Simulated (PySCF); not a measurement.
H2Mg, SMILES [MgH2] at its PBE0/def2-SVP optimised geometry (Å):

```
3

Mg     0.0000     0.0000     0.0000
H      1.7052     0.0000     0.0000
H     -1.7052     0.0000     0.0000
```

Level of theory: PySCF with PBE0/def2-TZVP. Cells within 0.4 Å of a nucleus heavier than hydrogen are left out (blank, or x).

Map of the deformation density (molecule minus spherical neutral atoms) (e/bohr³) on the plane z = 0.0 Å:

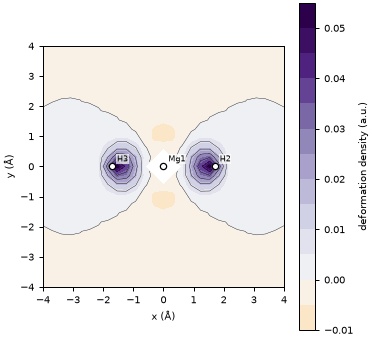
Deformation density (molecule minus spherical neutral atoms) (e/bohr³) on the plane z = 0.0 Å.
